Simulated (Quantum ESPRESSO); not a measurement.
# Energy and gap at +3 % biaxial strain: 2H-CrSeTe, 1 layer

How the rows were computed: Quantum ESPRESSO 7.5 driven by ASE, PBE, GBRV ultrasoft, ESM (bc1); atomic heights clamped; cell area 9.728 Å² at zero strain.

| strain (%) | energy (meV a cell) | gap on the mesh (eV) |
| --- | --- | --- |
| −3 | 94.98 | 0.777 |
| −1.5 | 26.11 | 0.706 |
| 0 | 0.00 | 0.618 |
| +1.5 | 11.77 | 0.498 |

One more run was made and is withheld. What are energy and gap at +3 %, and how stiff is the sheet?

**Worked estimate.** About zero, E'' = (26.11 + 11.77 − 2 × 0.00)/1.5² = 16.84 meV per %² and E' = (11.77 − 26.11)/3 = −4.78 meV per %. With E = A K ε², where K = (C11 + C22)/2 + C12 (C11 + C12 for a hexagonal sheet), K = 16.84 × 10/(2 × 9.728) × 16.02 = 139 N/m. The parabola gives E(+3 %) = 0.00 + 3 × (−4.78) + 4.5 × 16.84 = 61.4 meV. Continuing the last slope, the gap is 2 × 0.498 − 0.618 = 0.378 eV.

What the calculation gave: E = 57.0 meV and the gap 0.390 eV. The parabola misses by +4.4 meV, too high, since bonds soften under tension. The gap's line misses by −0.012 eV.

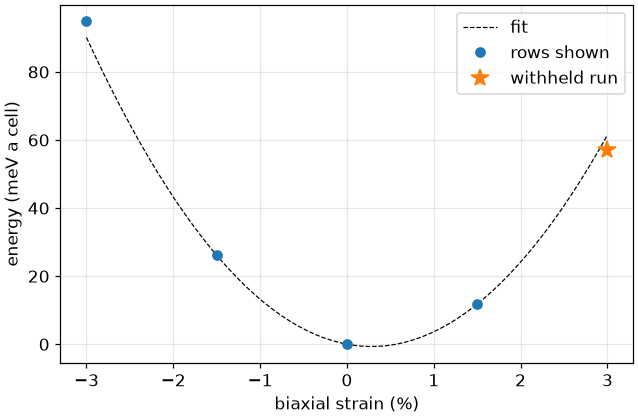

The rows shown, the fit and the withheld run.

**Limits.** Clamped heights stiffen sheets with several planes. Semilocal gap, no spin-orbit coupling.
